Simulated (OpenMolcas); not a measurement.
# CH5AsSi (SMILES C1[SiH2][AsH]1), step by step

Aim: a series of 9 runs (HF/def2-SVP, CASSCF(2,2)/def2-SVP, CASPT2(2,2)/def2-SVP, CASPT2[IPEA 0](2,2)/def2-SVP, SC-NEVPT2(2,2)/def2-SVP, PC-NEVPT2(2,2)/def2-SVP, MC-PDFT[tPBE](2,2)/def2-SVP, MC-PDFT[ftPBE](2,2)/def2-SVP, and more) of CH5AsSi. 

The results are computed with OpenMolcas 26.06.

1 further run of the same task is left out (set aside as unsound or not needed).

## 1. Starting point

The species is CH5AsSi (8 atoms), meant as a singlet with charge 0. SMILES: `C1[SiH2][AsH]1`. The Si2–H7 distance was set to 2.662 Å, away from the relaxed value. At this shape a bond of the SMILES string is far longer than usual.

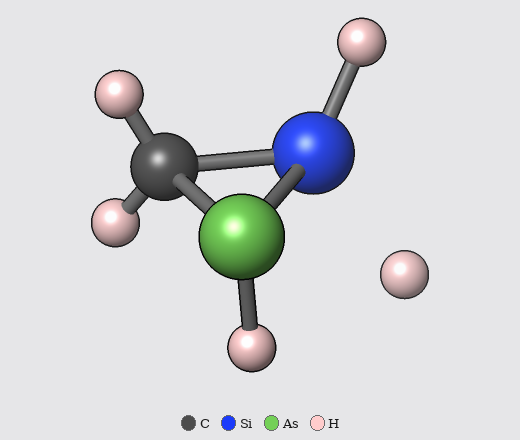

Viewed from a chosen angle; carbon dark grey, silicon blue, arsenic green, hydrogen pink.

## 2. A single-point energy at HF/def2-SVP (run 1)

The input, step1.input:

```
&GATEWAY
 BasLib=$CurrDir
 BasisSet
 C.def2-SVP....
 C1 -1.836703 0.210541 -0.101759 angstrom
 End of Basis
 BasisSet
 Si.def2-SVP....
 Si2 -0.358603 0.855741 0.789941 angstrom
 End of Basis
 BasisSet
 As.def2-SVP....
 As3 -1.604503 -0.930059 1.581441 angstrom
 End of Basis
 BasisSet
 H.def2-SVP....
 H4 -1.733603 -0.331359 -1.035059 angstrom
 H5 -2.757103 0.784441 -0.048059 angstrom
 H6 -0.485103 2.166541 1.464741 angstrom
 H7 2.040800 0.422300 -0.277100 angstrom
 H8 -0.638003 -1.886759 0.889841 angstrom
 End of Basis

&SEWARD

&SCF
 PrOrbitals=1 2
```

The basis set def2-SVP is read from a file made from the Basis Set Exchange's data (not shown).

The run is started by

```
$ export MOLCAS_MEM=1860
$ pymolcas step1.input > step1.log
```

Output:

```text
--- Start Module: gateway ---
[...]
--- Stop Module: gateway /rc=_RC_ALL_IS_WELL_ ---
--- Start Module: seward ---
[...]
      Basis functions           89
--- Stop Module: seward /rc=_RC_ALL_IS_WELL_ ---
[...]
--- Start Module: scf ---
[...]
       Convergence after  12 Iterations
[...]
::    Total SCF energy                              -2563.3374951646
[...]
      Total spin, S                                     0.0000000000
[...]
      Total electronic charge=   58.000000
      Total            charge=   -0.000000
[...]
      Dipole Moment (debye):
      Origin of the operator (angstrom)=   -1.2997   -0.3506    1.1703
                   X= -1.7659E+00               Y=  5.4507E-01               Z= -3.6226E-02           Total=  1.8485E+00
      Quadrupole Moment (debye*angstrom):
[...]
--- Stop Module: scf /rc=_RC_ALL_IS_WELL_ ---
[...]
```

Wall time 13 s (1 thread of AMD EPYC 7R43 (Zen 3), shared host); peak memory 0.49 GiB.

## 3. A single-point energy at CASSCF(2,2)/def2-SVP (run 2)

The input, step2.input:

```
* CH5AsSi CASSCF

&GATEWAY
  BASLIB=$CurrDir
  BASISSET
  C.def2-SVP....
  C1 -1.836703 0.210541 -0.101759 angstrom
  End of Basis
  BASISSET
  Si.def2-SVP....
  Si2 -0.358603 0.855741 0.789941 angstrom
  End of Basis
  BASISSET
  As.def2-SVP....
  As3 -1.604503 -0.930059 1.581441 angstrom
  End of Basis
  BASISSET
  H.def2-SVP....
  H4 -1.733603 -0.331359 -1.035059 angstrom
  H5 -2.757103 0.784441 -0.048059 angstrom
  H6 -0.485103 2.166541 1.464741 angstrom
  H7 2.040800 0.422300 -0.277100 angstrom
  H8 -0.638003 -1.886759 0.889841 angstrom
  End of Basis

&SEWARD

&RASSCF
  FILEORB=$CurrDir/step1.ScfOrb
  SPIN=1
  NACTEL=2 0 0
  INACTIVE=28
  RAS2=2
  ORBLISTING=Few
```

The basis set def2-SVP is read from a file made from the Basis Set Exchange's data (not shown).

The run is started by

```
$ export MOLCAS_MEM=1860
$ pymolcas step2.input > step2.log
```

Output:

```text
--- Start Module: gateway ---
[...]
--- Stop Module: gateway /rc=_RC_ALL_IS_WELL_ ---
--- Start Module: seward ---
[...]
      Basis functions           89
--- Stop Module: seward /rc=_RC_ALL_IS_WELL_ ---
[...]
--- Start Module: rasscf ---
[...]
      Number of active orbitals                  2
[...]
      Spin quantum number                      0.0
[...]
      Active orbitals                            2
[...]
      Number of CSFs                             3
[...]
      Number of root(s) required                 1
[...]
      Convergence after 17 iterations
[...]
      printout of CI-coefficients larger than  0.05 for root  1
      energy=   -2563.389895
      conf/sym  11     Coeff  Weight
             1  20  -0.93103 0.86682
             3  02   0.36493 0.13318
      Natural orbitals and occupation numbers for root  1
      sym 1:   1.733646   0.266354
      ************************************************************************************************************************
      *                                                    Final results                                                     *
[...]
::    RASSCF root number  1 Total energy:  -2563.38989548
[...]
      Total electronic charge=   58.000000
      Total            charge=   -0.000000
[...]
      Dipole Moment (debye):
      Origin of the operator (angstrom)=   -1.2997   -0.3506    1.1703
                   X= -3.0439E-01               Y=  6.1533E-01               Z= -6.1833E-01           Total=  9.2392E-01
      Quadrupole Moment (debye*angstrom):
[...]
--- Stop Module: rasscf /rc=_RC_ALL_IS_WELL_ ---
[...]
```

Wall time 16 s (1 thread of AMD EPYC 7R43 (Zen 3), shared host); peak memory 0.49 GiB.

Runs 3 to 8 aren't shown in full; the table further down has their settings and results.

## 4. A single-point energy at MRCI(2,2)/def2-SVP (run 9)

The input, step9.input:

```
>>> EXPORT MOLCAS_PRINT=2

&GATEWAY
 BasLib
 $CurrDir
 BasisSet
 C.def2-SVP....
 C1 -1.836703 0.210541 -0.101759 angstrom
 End of Basis
 BasisSet
 Si.def2-SVP....
 Si2 -0.358603 0.855741 0.789941 angstrom
 End of Basis
 BasisSet
 As.def2-SVP....
 As3 -1.604503 -0.930059 1.581441 angstrom
 End of Basis
 BasisSet
 H.def2-SVP....
 H4 -1.733603 -0.331359 -1.035059 angstrom
 H5 -2.757103 0.784441 -0.048059 angstrom
 H6 -0.485103 2.166541 1.464741 angstrom
 H7 2.040800 0.422300 -0.277100 angstrom
 H8 -0.638003 -1.886759 0.889841 angstrom
 End of Basis

&SEWARD

&RASSCF
 FileOrb
 $CurrDir/step2.RasOrb
 Spin
 1
 Nactel
 2 0 0
 Inactive
 28
 Ras2
 2
 OrbListing
 Few

&MOTRA
 LumOrb
 Frozen
 15

&GUGA
 Electrons
 28
 Spin
 1
 Inactive
 13
 Active
 2
 CIAll
 1

&MRCI
 SDCI
```

The basis set def2-SVP is read from a file made from the Basis Set Exchange's data (not shown).

The run is started by

```
$ export MOLCAS_MEM=1860
$ pymolcas step9.input > step9.log
```

Output:

```text
--- Start Module: gateway ---
[...]
--- Stop Module: gateway /rc=_RC_ALL_IS_WELL_ ---
[...]
      Basis functions           89
[...]
      Number of active orbitals                  2
[...]
      Spin quantum number                      0.0
[...]
      Active orbitals                            2
[...]
      Number of CSFs                             3
[...]
      Number of root(s) required                 1
[...]
      Convergence after  4 iterations
[...]
      printout of CI-coefficients larger than  0.05 for root  1
      energy=   -2563.389895
      conf/sym  11     Coeff  Weight
             1  20  -0.93103 0.86682
             3  02   0.36494 0.13318
      Natural orbitals and occupation numbers for root  1
      sym 1:   1.733645   0.266355
      ************************************************************************************************************************
      *                                                    Final results                                                     *
[...]
::    RASSCF root number  1 Total energy:  -2563.38989548
[...]
      Dipole Moment (debye):
      Origin of the operator (angstrom)=   -1.2997   -0.3506    1.1703
                   X= -3.0439E-01               Y=  6.1531E-01               Z= -6.1833E-01           Total=  9.2390E-01
      Quadrupole Moment (debye*angstrom):
[...]
      *** WARNING: Default frozen orbitals is overwritten by user input.
      *** Default values:  17
[...]
--- Start Module: guga ---
[...]
--- Stop Module: guga /rc=_RC_ALL_IS_WELL_ ---
--- Start Module: mrci ---
[...]
       (But an ACPF correction will be computed)
       USE THE DEFAULT ACPF G-VALUE GFAC=   7.1428571428571425E-002
[...]
                      CI ENERGY: -2563.81357809
[...]
                ACPF CORRECTION:    -0.05712892
[...]
      Total electronic charge=   58.000000
      Total            charge=    0.000000
[...]
     ACPF CORRECTION:     -0.05712892
[...]
  CI State   1     Total energy:  -2563.81357809     QDav:     -0.06216827     QACPF:     -0.05712892
[...]
--- Stop Module: mrci /rc=_RC_ALL_IS_WELL_ ---
[...]
```

Wall time 44 s (1 thread of AMD EPYC 7R43 (Zen 3), shared host); peak memory 0.49 GiB.

## 5. All runs side by side

| run | level | active rule | inactive | energy (Eh) | dipole moment (D) of the reference | wall time |
| --- | --- | --- | --- | --- | --- | --- |
| 1 | HF/def2-SVP | – | – | -2563.337495 | 1.85 | 13 s |
| 2 | CASSCF(2,2)/def2-SVP | frontier window | 28 | -2563.389895 | 0.92 | 16 s |
| 3 | CASPT2(2,2)/def2-SVP | frontier window | 28 | -2563.848695 | 0.92 | 12 s |
| 4 | CASPT2[IPEA 0](2,2)/def2-SVP | frontier window | 28 | -2563.850162 | 0.92 | 12 s |
| 5 | SC-NEVPT2(2,2)/def2-SVP | frontier window | 28 | -2563.846208 | 0.92 | 11 s |
| 6 | PC-NEVPT2(2,2)/def2-SVP | frontier window | 28 | -2563.846246 | 0.92 | 11 s |
| 7 | MC-PDFT[tPBE](2,2)/def2-SVP | frontier window | 28 | -2565.372520 | 0.92 | 11 s |
| 8 | MC-PDFT[ftPBE](2,2)/def2-SVP | frontier window | 28 | -2565.741523 | 0.92 | 11 s |
| 9 | MRCI(2,2)/def2-SVP | frontier window | 28 | -2563.813578 | 0.92 | 44 s |

## 6. Summary of results

| quantity | value |
| --- | --- |
| run 9, MRCI(2,2)/def2-SVP: total energy | -2563.81358 Eh |
| run 9, MRCI(2,2)/def2-SVP: dipole moment (CASSCF density) | 0.92 D |

Below the HF energy at the same shape and in the same basis (def2-SVP): CASSCF(2,2) -52.4 mEh; CASPT2(2,2) -511.2 mEh; CASPT2[IPEA 0](2,2) -512.7 mEh; SC-NEVPT2(2,2) -508.7 mEh; PC-NEVPT2(2,2) -508.8 mEh; MRCI(2,2) -476.1 mEh. Active-space methods hold only the correlation inside their space unless a perturbation or CI step follows. In run 1 a closed-shell determinant meets a far-stretched bond, which it describes badly. All runs together took 2.4 min, the longest 44 s.
